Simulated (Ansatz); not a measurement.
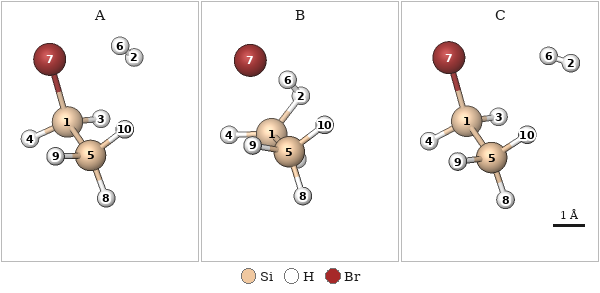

3 geometries from a converged minimum-energy path of Si₂H₇Br, made up of Si2H6 and HBr, shuffled. Style: ball-and-stick. Shown from a free direction.

Theory: Ansatz, RKS PBE0/def2-SVP. Settings: 7 movable images; climbing image; force threshold 0.05 eV/Å; iteration limit 60; starting path through a guess of the saddle point.

Q: Which of them lies highest in energy?

A: B. In order along the path, whose images run from 0 to 8: B (image 4, +1.47 eV), A (image 6, −0.43 eV), C (image 8, −0.56 eV). Breaking: H6–Br7 (1.42 → 1.98 at the top → 3.23 Å), Si1–H2 (1.50 → 1.76 at the top → 3.90 Å). Forming: H2–H6 (2.77 → 0.87 at the top → 0.76 Å), Si1–Br7 (4.06 → 2.73 at the top → 2.24 Å).

Limits of the set-up: the start holds two separate molecules, 2.8 Å apart at their closest, whose relative position is a soft coordinate and is computed without a dispersion correction.
